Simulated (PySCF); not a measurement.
# CH₅BO: NMR shifts at several levels of theory, part 2 of 2

PySCF 2.14.0. Atoms count from 0.

## Step 10: Nuclear shieldings: KT3/pcSseg-2

Job settings and geometry (Å):

```
{"job": {"kind": "nmr", "xc": "KT3", "basis": "pcSseg-2", "pop": false}, "charge": 0, "multiplicity": 1}
B      1.360200     0.054611     0.050210
O      0.180326     0.526814     0.470175
C     -1.055675     0.015364     0.039022
H      1.404335    -0.867472    -0.740956
H      2.350019     0.587417     0.493950
H     -1.624624     0.813758    -0.461477
H     -0.925643    -0.828671    -0.658370
H     -1.633110    -0.322052     0.913095
```

Method: GIAO KT3/pcSseg-2 NMR shielding, non-relativistic, gas phase.

Output:

```text
coarse grid: 6360 points
cycle   1  E = -143.2600268438  dE =  1.137e-01  |g| = 6.786e-01  |ddm| = 1.619e+00
cycle   2  E = -142.8073730938  dE =  4.527e-01  |g| = 1.598e+00  |ddm| = 1.767e+00
cycle   3  E = -143.3436189561  dE = -5.362e-01  |g| = 1.468e-01  |ddm| = 1.482e+00
cycle   4  E = -143.3487779120  dE = -5.159e-03  |g| = 4.536e-02  |ddm| = 1.383e-01
cycle   5  E = -143.3493533718  dE = -5.755e-04  |g| = 9.877e-03  |ddm| = 5.113e-02
cycle   6  E = -143.3493798727  dE = -2.650e-05  |g| = 1.238e-03  |ddm| = 8.862e-03
cycle   7  E = -143.3493801942  dE = -3.215e-07  |g| = 2.947e-04  |ddm| = 1.167e-03
final grid: 60488 points
cycle   8  E = -143.3605159967  dE = -2.183e-04  |g| = 1.088e-02  |ddm| = 6.143e-02
cycle   9  E = -143.3604348720  dE =  8.112e-05  |g| = 2.360e-02  |ddm| = 1.562e-02
cycle  10  E = -143.3605361460  dE = -1.013e-04  |g| = 1.082e-03  |ddm| = 1.154e-02
cycle  11  E = -143.3605363805  dE = -2.345e-07  |g| = 5.325e-04  |ddm| = 1.223e-03
cycle  12  E = -143.3605364495  dE = -6.900e-08  |g| = 1.202e-04  |ddm| = 3.841e-04
cycle  13  E = -143.3605364532  dE = -3.622e-09  |g| = 1.688e-05  |ddm| = 1.023e-04
cycle  14  E = -143.3605364532  dE = -8.765e-11  |g| = 2.989e-06  |ddm| = 1.744e-05
converged SCF energy = -143.3605364532

GIAO shielding tensors (ppm)
atom      isotropic    diamagn.    paramagn.     s11        s22        s33       span
  0 B       55.619     195.222    -139.602     31.127     45.348     90.383     59.256
  1 O      119.694     388.598    -268.904   -105.276    116.512    347.845    453.121
  2 C      115.825     240.417    -124.592     77.273     92.546    177.655    100.382
  3 H       26.269      30.440      -4.171     24.943     26.614     27.250      2.307
  4 H       26.482      29.204      -2.722     25.925     26.436     27.086      1.161
  5 H       27.244      28.775      -1.531     24.444     25.549     31.740      7.296
  6 H       27.449      30.091      -2.642     25.862     25.975     30.509      4.647
  7 H       27.238      28.715      -1.477     24.434     25.570     31.710      7.276
```

Run time: 13 s. Hardware: 1 thread of Arm Neoverse V1, shared host; peak memory 0.65 GiB.

Key values: δ C2 65.5, B0 43.0, O1 204.1, H3 4.98, H5 4.04 ppm (means over like atoms).

## Step 11: NMR shieldings: B97-D/pcSseg-2

The job, as its differences from that of step 10:

```diff
@@ -1,2 +1,2 @@
-{"job": {"kind": "nmr", "xc": "KT3", "basis": "pcSseg-2", "pop": false}, "charge": 0, "multiplicity": 1}
+{"job": {"kind": "nmr", "xc": "B97-D", "basis": "pcSseg-2", "pop": false}, "charge": 0, "multiplicity": 1}
 B      1.360200     0.054611     0.050210
```

With the program's defaults for keys left out, this is: GIAO B97-D/pcSseg-2 NMR shielding, non-relativistic, gas phase.

Output:

```text
coarse grid: 6360 points
cycle   1  E = -141.0843600133  dE =  1.011e-01  |g| = 6.753e-01  |ddm| = 1.694e+00
cycle   2  E = -140.6502613369  dE =  4.341e-01  |g| = 1.589e+00  |ddm| = 1.586e+00
cycle   3  E = -141.1637604858  dE = -5.135e-01  |g| = 1.530e-01  |ddm| = 1.321e+00
cycle   4  E = -141.1693253785  dE = -5.565e-03  |g| = 4.245e-02  |ddm| = 1.305e-01
cycle   5  E = -141.1698125792  dE = -4.872e-04  |g| = 1.036e-02  |ddm| = 4.484e-02
cycle   6  E = -141.1698416042  dE = -2.903e-05  |g| = 1.629e-03  |ddm| = 9.190e-03
cycle   7  E = -141.1698420319  dE = -4.277e-07  |g| = 6.900e-04  |ddm| = 1.256e-03
final grid: 60488 points
cycle   8  E = -141.1728589038  dE = -1.186e-04  |g| = 4.345e-03  |ddm| = 3.730e-02
cycle   9  E = -141.1728549740  dE =  3.930e-06  |g| = 5.849e-03  |ddm| = 6.991e-03
cycle  10  E = -141.1728635251  dE = -8.551e-06  |g| = 1.168e-03  |ddm| = 3.929e-03
cycle  11  E = -141.1728637656  dE = -2.405e-07  |g| = 5.507e-04  |ddm| = 9.598e-04
cycle  12  E = -141.1728638163  dE = -5.072e-08  |g| = 1.062e-04  |ddm| = 2.613e-04
cycle  13  E = -141.1728638193  dE = -2.961e-09  |g| = 2.475e-05  |ddm| = 9.666e-05
cycle  14  E = -141.1728638194  dE = -1.515e-10  |g| = 3.089e-06  |ddm| = 2.018e-05
converged SCF energy = -141.1728638194

GIAO shielding tensors (ppm)
atom      isotropic    diamagn.    paramagn.     s11        s22        s33       span
  0 B       52.416     195.056    -142.640     26.982     41.972     88.296     61.314
  1 O      119.000     390.711    -271.711   -108.621    112.937    352.685    461.306
  2 C      112.318     241.233    -128.915     72.498     89.325    175.130    102.631
  3 H       26.210      30.463      -4.254     24.782     26.636     27.211      2.428
  4 H       26.468      29.560      -3.092     25.985     26.397     27.022      1.037
  5 H       27.230      28.810      -1.580     24.472     25.554     31.663      7.191
  6 H       27.435      30.023      -2.588     25.891     25.924     30.489      4.598
  7 H       27.224      28.760      -1.536     24.460     25.578     31.634      7.174
```

It took 13 s on 1 thread of Arm Neoverse V1, shared host; peak memory 0.65 GiB.

In short: δ C2 66.7, B0 43.9, O1 206.2, H3 5.06, H5 4.10 ppm (means over like atoms).

## Step 12: NMR shieldings: B3LYP/pcSseg-2

The job, as its differences from that of step 11:

```diff
@@ -1,2 +1,2 @@
-{"job": {"kind": "nmr", "xc": "B97-D", "basis": "pcSseg-2", "pop": false}, "charge": 0, "multiplicity": 1}
+{"job": {"kind": "nmr", "xc": "B3LYP", "basis": "pcSseg-2", "pop": false}, "charge": 0, "multiplicity": 1}
 B      1.360200     0.054611     0.050210
```

Method: GIAO B3LYP/pcSseg-2 NMR shielding, non-relativistic, gas phase.

Output:

```text
coarse grid: 6360 points
cycle   1  E = -141.2079101999  dE =  1.188e-01  |g| = 6.039e-01  |ddm| = 1.667e+00
cycle   2  E = -141.0362864102  dE =  1.716e-01  |g| = 1.126e+00  |ddm| = 9.679e-01
cycle   3  E = -141.2715069744  dE = -2.352e-01  |g| = 8.454e-02  |ddm| = 7.043e-01
cycle   4  E = -141.2729710523  dE = -1.464e-03  |g| = 1.880e-02  |ddm| = 5.867e-02
cycle   5  E = -141.2730654678  dE = -9.442e-05  |g| = 4.111e-03  |ddm| = 1.947e-02
cycle   6  E = -141.2730696143  dE = -4.147e-06  |g| = 5.496e-04  |ddm| = 3.412e-03
final grid: 60488 points
cycle   7  E = -141.2761791728  dE = -5.796e-05  |g| = 3.308e-03  |ddm| = 2.413e-02
cycle   8  E = -141.2761783742  dE =  7.986e-07  |g| = 3.838e-03  |ddm| = 3.574e-03
cycle   9  E = -141.2761814923  dE = -3.118e-06  |g| = 4.902e-04  |ddm| = 1.959e-03
cycle  10  E = -141.2761815149  dE = -2.254e-08  |g| = 3.399e-04  |ddm| = 4.113e-04
cycle  11  E = -141.2761815360  dE = -2.110e-08  |g| = 5.387e-05  |ddm| = 1.814e-04
cycle  12  E = -141.2761815367  dE = -7.636e-10  |g| = 5.580e-06  |ddm| = 4.350e-05
converged SCF energy = -141.2761815367

GIAO shielding tensors (ppm)
atom      isotropic    diamagn.    paramagn.     s11        s22        s33       span
  0 B       48.784     193.095    -144.310     20.376     37.563     88.415     68.039
  1 O      118.515     390.070    -271.555   -115.311    111.933    358.924    474.235
  2 C      113.004     238.251    -125.248     73.126     89.953    175.932    102.806
  3 H       26.225      30.113      -3.888     24.750     26.543     27.381      2.631
  4 H       26.469      29.505      -3.037     25.922     26.348     27.136      1.215
  5 H       27.268      28.775      -1.507     24.445     25.622     31.738      7.293
  6 H       27.456      29.749      -2.293     25.788     26.034     30.546      4.758
  7 H       27.262      28.739      -1.477     24.433     25.643     31.708      7.275
```

It took 8.3 s on 1 thread of Arm Neoverse V1, shared host; peak memory 0.76 GiB.

In short: δ C2 66.2, B0 47.6, O1 207.3, H3 5.04, H5 4.06 ppm (means over like atoms).

## Step 13: Comparing the runs: NMR shifts

Shifts (ppm), means over like atoms, with basis size and wall time:

```
           run    C2    H3    H5    B0     O1  functions   time
   HF/pcSseg-2  58.5  4.70  3.76  46.0  142.3        178  3.9 s
  LDA/pcSseg-2  69.7  5.45  4.23  51.9  243.1        178   11 s
  PBE/pcSseg-2  68.1  5.27  4.14  47.2  227.1        178   13 s
 BLYP/pcSseg-2  68.1  5.14  4.16  46.5  225.7        178   13 s
 BP86/pcSseg-2  68.1  5.24  4.13  46.6  222.4        178   13 s
 OPBE/pcSseg-2  66.0  5.25  4.04  44.8  209.8        178   13 s
  KT2/pcSseg-2  66.6  5.10  4.10  44.5  214.1        178   13 s
  KT3/pcSseg-2  65.5  4.98  4.04  43.0  204.1        178   13 s
B97-D/pcSseg-2  66.7  5.06  4.10  43.9  206.2        178   13 s
B3LYP/pcSseg-2  66.2  5.04  4.06  47.6  207.3        178  8.3 s
```

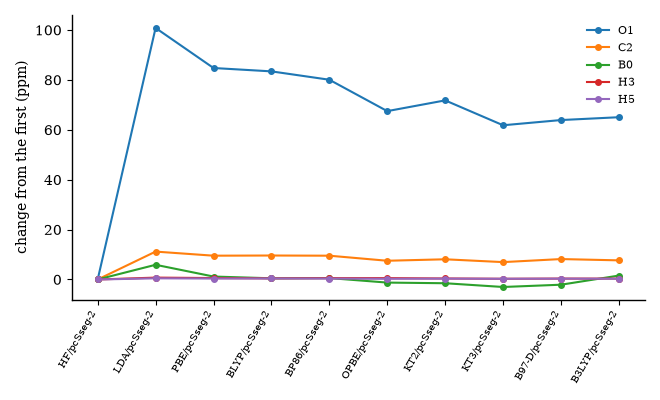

How the tabulated atoms move from run to run.

## Step 14: Results

The summary covers parts 1 to 2.

| quantity | value |
| --- | --- |
| point group | Cs |
| rotational constants (main isotopes) | 52.10, 10.28, 9.08 GHz |
| 13C shifts against TMS (HF/pcSseg-2) | 58.5 ppm |
| 1H shifts against TMS (HF/pcSseg-2, means over atoms taken as alike) | 4.70, 3.76 ppm |
| 11B shifts against BF3·OEt2 (HF/pcSseg-2) | 46.0 ppm |
| 17O shifts against H2O (HF/pcSseg-2) | 142.3 ppm |
| range of the shift of O1 | 142.3 to 243.1 ppm |

Single values in the summary come from the first sound run of each kind (HF/pcSseg-2), which need not be the best level. The start of the PBE0/def2-SVP relaxation was shaken at random by about 0.01 Å, so part of the energy gained, and of the first lengths quoted, undoes that. Over 8 steps the energy fell by 0.119 eV; of the close pairs, B0–H4 changed most, 1.152 to 1.209 Å. At HF/pcSseg-2: The widest tensor belongs to O1: span 407 ppm, with a paramagnetic part of -209 ppm. In ppm, O1 moves most: its shift spreads over 100.8 ppm, from 142.3 (HF/pcSseg-2) to 243.1 (LDA/pcSseg-2).
